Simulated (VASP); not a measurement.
Band structure of SiSn (relaxed from the NiAs type structure, space group P6_3/mmc). Computed with PBEsol GGA, VASP's PBE PAW potentials (set 64) (plane waves; VASP).

Unless said otherwise, spin-orbit coupling is left out, though it shifts the bands of the heavy elements here.

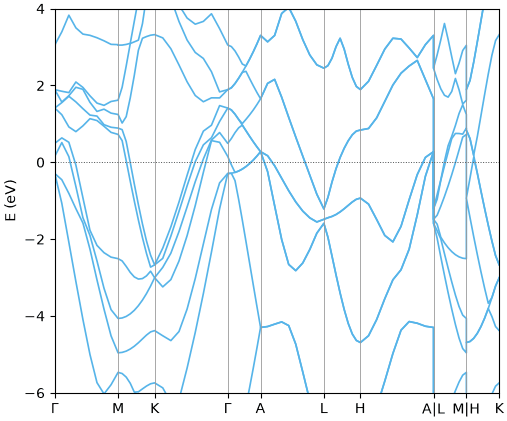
Fig. 1. Bands along high-symmetry lines, zero at the valence-band maximum or, without a gap, the Fermi level

Question: Read the plot: is there a gap, and where are the band edges?

Answer: It has no gap at this level: it comes out as a metal or semimetal. (Edges off the drawn lines would not show.)

The structure was generated: SiSn was put into the NiAs type type (P6_3/mmc), which need not be its known phase. It was relaxed first, which changed the volume by +15 %.
